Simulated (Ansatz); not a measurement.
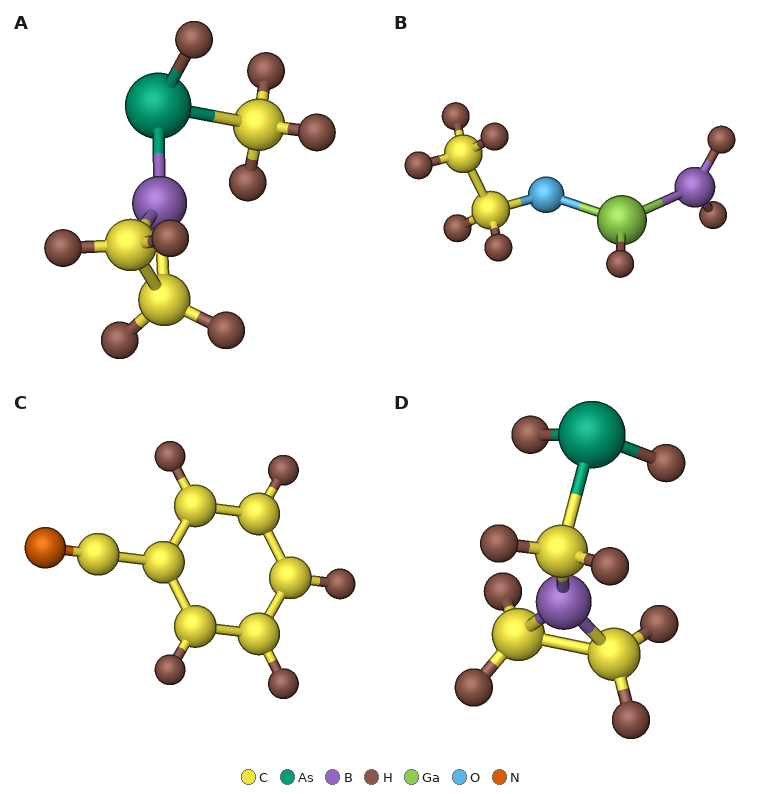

Simulated data, not a measurement (program: Ansatz).

Question: Match each picture to its SMILES.
(1) C[AsH]B1CC1
(2) [BH2][GaH][O]CC
(3) [AsH2]CB1CC1
(4) N#Cc1ccccc1

Answer: A is (1), B is (2), C is (4), D is (3).
